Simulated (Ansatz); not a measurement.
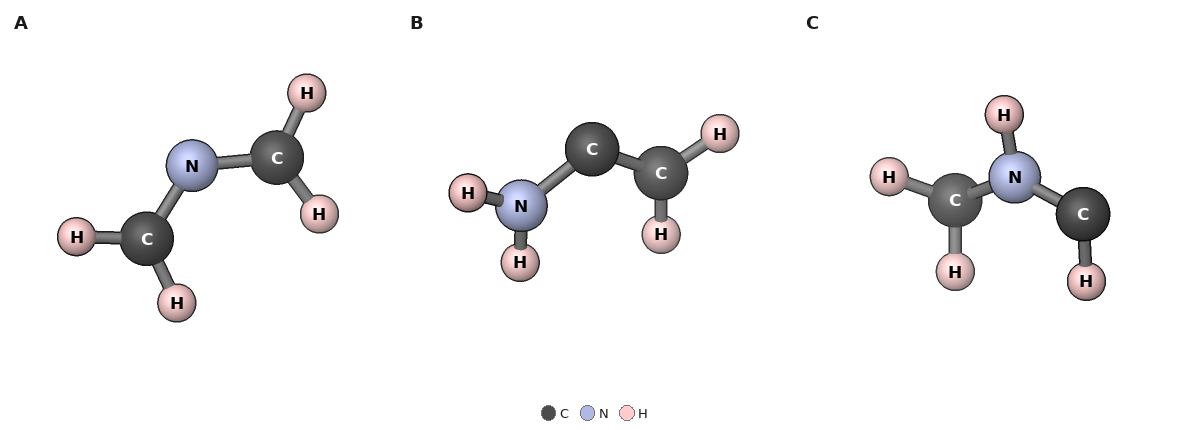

3 stationary structures of one formula. The species has charge −1 and is a spin singlet. Geometries: PBE0-D4/def2-TZVPD. Electronic energies: RHF-CCSD(T) (frozen core)/def2-TZVPPD (Ansatz 0.2.0), without zero-point energy. No frequency run is at hand to confirm each as a minimum. Each is one conformer, not always the lowest.

Question: Rank them by energy, lowest first.

Answer: A is lowest (C2v); B lies 0.298 eV above it (Cs), C lies 1.536 eV above it (C1).
